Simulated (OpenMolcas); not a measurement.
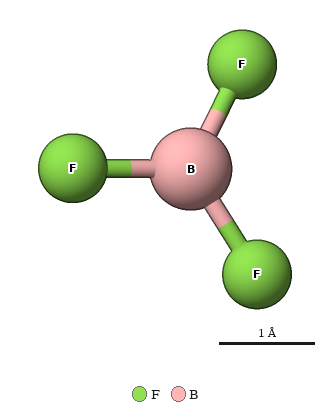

*The input geometry (ball-and-stick view, seen at a tilt).*

# Energy and gradient calculation, with input and output: BF3 (part 1 of 3)

System: BF3.
Method: CASSCF/ANO-RCC-VDZP, DKH2 (OpenMolcas 26.06).

The geometry comes from this level: PBE0-D4/def2-TZVP.

**Input**
```
* BF3 CASSCF
>>> EXPORT MOLCAS_PRINT=2
&gateway
coord
4
bohr
F      1.02776535     0.39824088     2.21906759
B      0.00003779     0.00000000     0.00001890
F     -0.50109868    -2.31209881    -0.73627509
F     -0.52672336     1.91385793    -1.48279250
basis = ANO-RCC-VDZP
group = NoSym
&seward
&rasscf
fileorb = $CurrDir/step2.RasOrb
spin = 1
nactel = 4 0 0
inactive = 14
ras2 = 4
ciroot = 6 6 1
rlxroot = 3
orblisting = Nothing
&alaska
```

Launched with:
```bash
export MOLCAS_MEM=1860
pymolcas step8.input > step8.log
```

**The program's output**
```
--- Start Module: gateway ---

                                              &GATEWAY

                       available to each process: 1.9 GB of memory, 1 thread

++    Symmetry information:
      ---------------------

                    Character Table for C1

                             E
                    a        1  x, y, xy, Rz, z, xz, Ry, yz, Rx, I
--

++    Basis set information:
      ----------------------

      Basis set label: F.ANO-RCC...3S2P1D.

      Electronic valence basis set:
      ------------------
      Associated Effective Charge   9.000000 au
      Associated Actual Charge      9.000000 au
      Nuclear Model: Point charge

      Shell  nPrim  nBasis  Cartesian Spherical Contaminant
         s      14       3        X
         p       9       2        X
         d       4       1                 X

      Basis set label: B.ANO-RCC...3S2P1D.

      Electronic valence basis set:
      ------------------
      Associated Effective Charge   5.000000 au
      Associated Actual Charge      5.000000 au
      Nuclear Model: Point charge

      Shell  nPrim  nBasis  Cartesian Spherical Contaminant
         s      14       3        X
         p       9       2        X
         d       5       1                 X

      Basis set label: F.ANO-RCC...3S2P1D.

      Electronic valence basis set:
      ------------------
      Associated Effective Charge   9.000000 au
      Associated Actual Charge      9.000000 au
      Nuclear Model: Point charge

      Shell  nPrim  nBasis  Cartesian Spherical Contaminant
         s      14       3        X
         p       9       2        X
         d       4       1                 X
--

++    Molecular structure info:
      -------------------------

                    ************************************************
                    **** Cartesian Coordinates / bohr, angstrom ****
                    ************************************************

     Center  Label                x              y              z                     x              y              z
        1      F1               1.027765       0.398241       2.219068              0.543870       0.210740       1.174280
        2      B2               0.000038       0.000000       0.000019              0.000020       0.000000       0.000010
        3      F3              -0.501099      -2.312099      -0.736275             -0.265170      -1.223510      -0.389620
        4      F4              -0.526723       1.913858      -1.482792             -0.278730       1.012770      -0.784660

                    ***************************************
                    *    InterNuclear Distances / bohr    *
                    ***************************************

               1 F1            2 B2            3 F3            4 F4
    1 F1       0.000000
    2 B2       2.477700        0.000000
    3 F3       4.291552        2.477714        0.000000
    4 F4       4.291538        2.477712        4.291463        0.000000

                    *******************************************
                    *    InterNuclear Distances / angstrom    *
                    *******************************************

               1 F1            2 B2            3 F3            4 F4
    1 F1       0.000000
    2 B2       1.311142        0.000000
    3 F3       2.270991        1.311150        0.000000
    4 F4       2.270984        1.311149        2.270944        0.000000

                    **************************************
                    *    Valence Bond Angles / degree    *
                    **************************************
                          Atom centers                 Phi
                      1 F1       2 B2       3 F3       120.00
                      1 F1       2 B2       4 F4       120.00
                      3 F3       2 B2       4 F4       120.00
--

            Nuclear Potential Energy            111.10914636 au

--- Stop Module: gateway /rc=_RC_ALL_IS_WELL_ ---

--- Start Module: seward ---

                                              &SEWARD

                       available to each process: 1.9 GB of memory, 1 thread

               SEWARD will generate:
                  Multipole Moment integrals up to order  2
                  Kinetic Energy integrals
                  Nuclear Attraction integrals (point charge)
                  One-Electron Hamiltonian integrals
                  Velocity integrals
                  Relativistic Douglas-Kroll-Hess integrals:
                    - Parametrization         : EXP
                    - DKH order of Hamiltonian: 2
                    - DKH order of Properties : 0
                         - multipole moment operators
                         - electric potential operators
                         - contact operators
                  Orbital angular momentum around ( -0.0000   0.0000   0.0000 )
                  Velocity quadrupole around ( -0.0000   0.0000   0.0000 )
                  Atomic mean-field integrals
                  Two-Electron Repulsion integrals

                   Integrals are discarded if absolute value <: 1.00E-14
                   Integral cutoff threshold is set to       <: 1.00E-16

            Nuclear Potential Energy            111.10914636 au

      Basis set specifications :
      Symmetry species         a
      Basis functions           56

--- Stop Module: seward /rc=_RC_ALL_IS_WELL_ ---
--- Module seward spent 6 seconds ---

--- Start Module: rasscf ---

                                              &RASSCF

                       available to each process: 1.9 GB of memory, 1 thread

      Header of the ONEINT file:
      --------------------------

      OrdInt status: non-squared

      Cartesian coordinates in angstrom:
      -----------------------------------------------------
      No.  Label        X            Y            Z
      -----------------------------------------------------
       1   F1         0.54387000   0.21074000   1.17428000
       2   B2         0.00002000   0.00000000   0.00001000
       3   F3        -0.26517000  -1.22351000  -0.38962000
       4   F4        -0.27873000   1.01277000  -0.78466000
      -----------------------------------------------------
      Nuclear repulsion energy =  111.10914636

++    Wave function specifications:
      -----------------------------

      Number of closed shell electrons          28
      Number of electrons in active shells       4
      Max number of holes in RAS1 space          0
      Max nr of electrons in RAS3 space          0
      Number of inactive orbitals               14
      Number of active orbitals                  4
      Number of secondary orbitals              38
      Spin quantum number                      0.0
      State symmetry                             1
--

++    Orbital specifications:
      -----------------------

      Symmetry species                           1
                                                 a
      Frozen orbitals                            0
      Inactive orbitals                         14
      Active orbitals                            4
      RAS1 orbitals                              0
      RAS2 orbitals                              4
      RAS3 orbitals                              0
      Secondary orbitals                        38
      Deleted orbitals                           0
      Number of basis functions                 56
--

++    CI expansion specifications:
      ----------------------------

      Number of CSFs                            20
      Number of spin combinations               21
      Number of determinants                    36
      Number of root(s) required                 6
      Root chosen for geometry opt.              3
      CI roots used                              1     2     3     4     5     6
      weights                                0.167 0.167 0.167 0.167 0.167 0.167
      highest root included in the CI            6
      max. size of the explicit Hamiltonian     20
--

++    Optimization specifications:
      ----------------------------

      RASSCF algorithm: Conventional
      Maximum number of macro iterations       200
      Maximum number of SX iterations          100
      Threshold for RASSCF energy            1.000E-08
      Threshold for max MO rotation          1.000E-01
      Threshold for max BLB element          1.000E-04
      Level shift parameter                  5.000E-01
      Make Quasi-Newton update
--

      The MO-coefficients are taken from the file:
      step2.RasOrb
      Title: RASSCF average (pseudo-natural) orbitals

      Total molecular charge    0.00

      ************************************************************************************************************************
      *                                            Wave function control section                                             *
      ************************************************************************************************************************

                                         RASSCF iterations: Energy and convergence statistics
                                         ----------------------------------------------------

          iter iter root      energy       change     param      element    value   shift minimum  type update hh:mm:ss
 Nr of preliminary CI iterations:   1
        1   1    3    0  -323.04965514    0.00E+00  -1.15E-05   12  16 1 -5.76E-06   0.46   0.00    SX    NO    0:00:00
        2   1    3    0  -323.04965514   -4.51E-10   9.21E-06   12  16 1 -5.22E-06   0.46   0.00    SX    NO    0:00:00
        3   1    3    0  -323.04965514   -2.23E-10   8.35E-06   12  16 1 -4.73E-06   0.46   0.00    SX    NO    0:00:00
        4   1    3    0  -323.04965514   -1.41E-10   7.62E-06   12  16 1 -4.31E-06   0.46   0.00    SX    NO    0:00:00
      Convergence after  4 iterations
        5   1    3    0  -323.04965514   -1.02E-10   7.62E-06   12  16 1 -3.95E-06   0.46   0.00    SX    NO    0:00:00

      ************************************************************************************************************************
                                                      Wave function printout:
                       occupation of active orbitals, and spin coupling of open shells (u,d: Spin up or down)
      ************************************************************************************************************************

      Note: transformation to natural orbitals
      has been made, which may change the order of the CSFs.

      printout of CI-coefficients larger than  0.05 for root  1
      energy=    -323.547346
      conf/sym  1111     Coeff  Weight
             1  2200  -0.96795 0.93693
             4  u2d0  -0.24945 0.06223

      printout of CI-coefficients larger than  0.05 for root  2
      energy=    -323.114656
      conf/sym  1111     Coeff  Weight
             2  2ud0   0.99970 0.99939

      printout of CI-coefficients larger than  0.05 for root  3
      energy=    -323.068614
      conf/sym  1111     Coeff  Weight
             5  u20d  -0.99926 0.99853

      printout of CI-coefficients larger than  0.05 for root  4
      energy=    -323.056256
      conf/sym  1111     Coeff  Weight
             1  2200   0.25055 0.06278
             4  u2d0  -0.96695 0.93499

      printout of CI-coefficients larger than  0.05 for root  5
      energy=    -323.046626
      conf/sym  1111     Coeff  Weight
             3  2u0d   0.99584 0.99170
            15  uudd  -0.08836 0.00781

      printout of CI-coefficients larger than  0.05 for root  6
      energy=    -322.464433
      conf/sym  1111     Coeff  Weight
             6  2020  -0.81569 0.66536
             8  2002   0.56909 0.32386
            12  0220   0.07795 0.00608
            14  0202  -0.06428 0.00413

      Natural orbitals and occupation numbers for root  1
      sym 1:   1.993188   1.999922   0.006732   0.000158

      Natural orbitals and occupation numbers for root  2
      sym 1:   1.999694   1.000000   0.999755   0.000550

      Natural orbitals and occupation numbers for root  3
      sym 1:   1.000379   1.999945   0.000029   0.999647

      Natural orbitals and occupation numbers for root  4
      sym 1:   1.409037   1.999800   0.590915   0.000247

      Natural orbitals and occupation numbers for root  5
      sym 1:   1.997540   1.000008   0.002460   0.999992

      Natural orbitals and occupation numbers for root  6
      sym 1:   1.979591   0.020500   1.342861   0.657048

      ************************************************************************************************************************
      *                                                    Final results                                                     *
      ************************************************************************************************************************

++    Final optimization conditions:
      ------------------------------

      Average CI energy                            -323.04965514
      RASSCF energy for state  3                   -323.06861389
      Super-CI energy                                -0.00000000
      RASSCF energy change                           -0.00000000
      Max change in MO coefficients              -6.007E-06
      Max non-diagonal density matrix element     7.617E-06
      Maximum BLB matrix element                 -3.950E-06
      (orbital pair  12,  16 in symmetry   1)
      Norm of electronic gradient            2.376E-01
--

      Final state energy(ies):
      ------------------------

::    RASSCF root number  1 Total energy:   -323.54734564
::    RASSCF root number  2 Total energy:   -323.11465637
::    RASSCF root number  3 Total energy:   -323.06861389
::    RASSCF root number  4 Total energy:   -323.05625583
::    RASSCF root number  5 Total energy:   -323.04662642
::    RASSCF root number  6 Total energy:   -322.46443266
      Von Neumann Entropy (Root   1) =  0.03369

      Mulliken population analysis for root number:  1
      -----------------------------------------------

++    Molecular charges:
      ------------------

      Mulliken charges per centre
      ---------------------------

                F1      B2      F3      F4
      Total    9.3679  3.8903  9.3679  9.3738

      N-E     -0.3679  1.1097 -0.3679 -0.3738

      Total electronic charge=   32.000000

      Total            charge=   -0.000000
--

      Expectation values of various properties for root number:  1
      -----------------------------------------------------------

++    Molecular properties:
      ---------------------

      Charge (e):
                      =   -0.0000
      Dipole Moment (debye):
      Origin of the operator (angstrom)=   -0.0000    0.0000    0.0000
                   X=  2.0821E-04               Y=  1.7797E-04               Z=  5.0612E-05           Total=  2.7854E-04
      Quadrupole Moment (debye*angstrom):
      Origin of the operator (angstrom)=   -0.0000    0.0000    0.0000
                  XX= -1.8504E+01              XY= -4.2795E-01              XZ= -1.9542E+00              YY= -2.2663E+01
                  YZ= -1.2364E-01              ZZ= -2.1915E+01
      In traceless form (debye*angstrom)
                  XX=  3.7859E+00              XY= -6.4192E-01              XZ= -2.9313E+00              YY= -2.4540E+00
                  YZ= -1.8546E-01              ZZ= -1.3319E+00
--

      LoProp population analysis for root number:  1
      -----------------------------------------------

++    LoProp analysis:
      ----------------

++    Static properties:
      ------------------

      LoProp Charges per center

                   F1       B2       F3       F4
      Nuclear      9.0000   5.0000   9.0000   9.0000
      Electronic  -9.3561  -3.9261  -9.3562  -9.3616

      Total       -0.3561   1.0739  -0.3562  -0.3616
--

      Natural Bond Order analysis for root number:  1

++    Natural Bond Order analysis
      ---------------------------
      Based on LoProp computed density
      -------------------------------------------------------------------------------------
      Atom A       Atom B       Bond Order
      -------------------------------------------------------------------------------------
      NBO located      0.999 non-bonded electrons on atom F1
      NBO located      0.990 non-bonded electrons on atom F1
      NBO located      0.987 non-bonded electrons on atom B2
      NBO located      1.014 non-bonded electrons on atom F3
      NBO located      0.999 non-bonded electrons on atom F3
      NBO located      0.991 non-bonded electrons on atom F3
      NBO located      0.999 non-bonded electrons on atom F4
      NBO located      0.925 non-bonded electrons on atom F4
      The remaining    9.122 electrons are to be considered as diffuse
--

--

      Von Neumann Entropy (Root   2) =  1.00353

      Mulliken population analysis for root number:  2
      -----------------------------------------------

++    Molecular charges:
      ------------------

      Mulliken charges per centre
      ---------------------------

                F1      B2      F3      F4
      Total    9.1658  4.7691  9.1657  8.8994

      N-E     -0.1658  0.2309 -0.1657  0.1006

      Total electronic charge=   32.000000

      Total            charge=   -0.000000
--

      Expectation values of various properties for root number:  2
      -----------------------------------------------------------

++    Molecular properties:
      ---------------------
```
